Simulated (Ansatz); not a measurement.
# One shape, several levels: CClF (SMILES F[C]Cl)

We compute a comparison of 6 runs (U-r2SCAN/STO-3G, U-wB97X/STO-3G, UCAM-B3LYP/STO-3G, UHSE06/STO-3G, UMP2/STO-3G, UBCCD(T)/STO-3G) of CClF. 

The calculation is run with Ansatz 0.2.0.

55 further runs of the same task are left out: 10 that didn't finish, 45 set aside as unsound or not needed.

## Step 1: Starting point

The species is CClF (3 atoms), meant as a triplet with charge 0. As SMILES, `F[C]Cl`. The C2–F1 distance was set to 1.998 Å, away from the relaxed value. At this shape a bond of the SMILES string is far longer than usual.

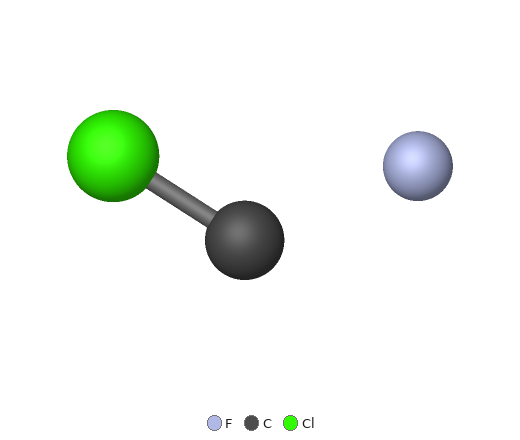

The structure, seen from a chosen angle (fluorine light blue, carbon dark grey, chlorine green).

## Step 2: The energy at U-r2SCAN/STO-3G (run 1)

run.yaml

```yaml
crystal:
  periodic: [false, false, false]
  atoms:
    - {symbol: F, position_ang: [-1.389626, 1.155292, -0.629883]}
    - {symbol: C, position_ang: [-0.216580, -0.392190, -0.160770]}
    - {symbol: Cl, position_ang: [1.215200, -0.247300, 0.634290]}
basis:
  gaussian: {orbitals: STO-3G}
magnetization: {spin_polarized: true, initial_magnetization: 2}
hamiltonian: {xc: r2scan}
accuracy: high
```

Launch:

```sh
$ ansatz run run.yaml --threads 1 --pin off --max-ram 2610MiB --events-out events.jsonl --progress --plain --runs-dir runs
```

The program printed:

```text
Warning: RAYON_NUM_THREADS=1 ignored (pool sized by the plan → 1); use --threads N
Functional definition: r2SCAN
  name "r2SCAN"
  parameter k0 = 0.174
  parameter k1 = 0.065
  parameter a1 = 4.9479
  exchange = r2scan_x(k0 = k0, k1 = k1, a1 = a1)
  correlation = r2scan_c
322 factors; integrals over basis functions are off by at most 3.1e-8 eV
mean field evaluation 1: about -16078.7377 eV, gradient 4.2e0 eV
mean field evaluation 2: about -16078.2648 eV, gradient 9.2e0 eV
mean field evaluation 4: about -16079.0225 eV, gradient 1.1e0 eV
mean field evaluation 8: about -16079.0084 eV, gradient 3.3e-2 eV
mean field evaluation 16: about -16079.0085 eV, gradient 1.7e-5 eV
mean field evaluation 32: about -16078.2118 eV, gradient 1.0e0 eV
mean field -16079.00848399 eV, -590.8926630431 hartree, gradient 6.6e-8 eV, S^2 2.043852; 6 other end points of the search recorded, 0 dependent functions left out
reference -16079.00848431 eV, -590.8926630550 hartree; 17, 15 occupied and 2, 4 virtual orbitals, 322 factors
Total energy: -16079.00848431 eV, -590.8926630550 hartree
```

Wall time 7.2 s (1 thread of Intel Xeon Platinum 8488C (Sapphire Rapids), shared host); peak memory 0.23 GiB.

## Step 3: A single-point energy at U-wB97X/STO-3G (run 2)

run.yaml

```yaml
crystal:
  periodic: [false, false, false]
  atoms:
    - symbol: F
      position_ang: [-1.389626, 1.155292, -0.629883]
    - symbol: C
      position_ang: [-0.216580, -0.392190, -0.160770]
    - symbol: Cl
      position_ang: [1.215200, -0.247300, 0.634290]
basis:
  gaussian:
    orbitals: STO-3G
magnetization:
  spin_polarized: true
  initial_magnetization: 2
hamiltonian:
  xc: {name: wB97X}
accuracy: high
```

Launch:

```sh
$ ansatz run run.yaml --threads 1 --pin off --max-ram 2610MiB --events-out events.jsonl --progress --plain --runs-dir runs
```

The program printed, cut to the lines that bear on the results:

```text
Warning: RAYON_NUM_THREADS=1 ignored (pool sized by the plan → 1); use --threads N
Functional definition: wB97X
  name "wB97X"
[...]
      + exact_x_lr(omega)
[...]
      + integral(e_c_pw_opposite_spin*poly(b97_u_opposite, 1, cos1, cos2, cos3, cos4))
322 factors; integrals over basis functions are off by at most 3.1e-8 eV
126 factors; integrals over basis functions are off by at most 1.2e-9 eV
[...]
mean field -16079.80634842 eV, -590.9219840201 hartree, gradient 2.2e-8 eV, S^2 2.062820; 4 other end points of the search recorded, 0 dependent functions left out
reference -16079.80634761 eV, -590.9219839903 hartree; 17, 15 occupied and 2, 4 virtual orbitals, 322 factors
Total energy: -16079.80634761 eV, -590.9219839903 hartree
```

Wall time 6.9 s (1 thread of Intel Xeon Platinum 8488C (Sapphire Rapids), shared host); peak memory 0.35 GiB.

Runs 3 to 5 aren't shown in full; the table further down has their settings and results.

## Step 4: A single-point energy at UBCCD(T)/STO-3G (run 6)

molecule.yaml

```yaml
crystal:
  periodic: [false, false, false]
  atoms:
    - {symbol: F, position_ang: [-1.389626, 1.155292, -0.629883]}
    - {symbol: C, position_ang: [-0.216580, -0.392190, -0.160770]}
    - {symbol: Cl, position_ang: [1.215200, -0.247300, 0.634290]}
basis:
  gaussian:
    orbitals: STO-3G
magnetization:
  spin_polarized: true
  initial_magnetization: 2
scf:
  omitted_lower_state_checks: [cluster_reference, increment]
correlation:
  method: bccd_t
  frozen_orbitals: {C: 1, Cl: 5, F: 1}
accuracy: high
```

Launch:

```sh
$ ansatz run molecule.yaml --threads 1 --pin off --max-ram 2610MiB --events-out events.jsonl --progress --plain --runs-dir runs
```

The program printed:

```text
Warning: RAYON_NUM_THREADS=1 ignored (pool sized by the plan → 1); use --threads N
[... 18 lines left out ...]
7 core orbitals not correlated: weight in the atoms' cores, before any rotation towards them, 1.000 or more for the frozen orbitals, at most 0.000 for the correlated occupied ones
[... 63 lines left out ...]
Total energy: -16051.08255450 eV, -589.8664040634 hartree
Checks for a lower state left out: cluster_reference, increment
```

Wall time 1.4 s (1 thread of Intel Xeon Platinum 8488C (Sapphire Rapids), shared host).

## Step 5: The series

```csv
run,level,frozen core orbitals,energy (Eh),⟨S²⟩,wall time
1,U-r2SCAN/STO-3G,–,-590.892663,2.044,7.2 s
2,U-wB97X/STO-3G,–,-590.921984,2.063,6.9 s
3,UCAM-B3LYP/STO-3G,–,-590.854684,2.058,1.5 s
4,UHSE06/STO-3G,–,-590.666224,2.056,1.4 s
5,UMP2/STO-3G,7,-589.834342,2.201,0.78 s
6,UBCCD(T)/STO-3G,7,-589.866404,2.201,1.4 s
```

## Step 6: Outcome

```
                                          quantity          value
                               run 6: total energy  -589.86640 Eh
run 6: correlation energy (7 core orbitals frozen)      -64.4 mEh
                             run 6: (T) correction      -3.60 mEh
          run 6: ⟨S²⟩ of the reference determinant          2.201
```

What this shows: Totals of different functionals can't be ranked against each other. In runs 1, 2, 3, 4, 5, 6 the basis is minimal, so the values are rough. Spin contamination of the reference: run 5 ⟨S²⟩ = 2.20, run 6 ⟨S²⟩ = 2.20. All runs together took 19 s, the longest 7.2 s.
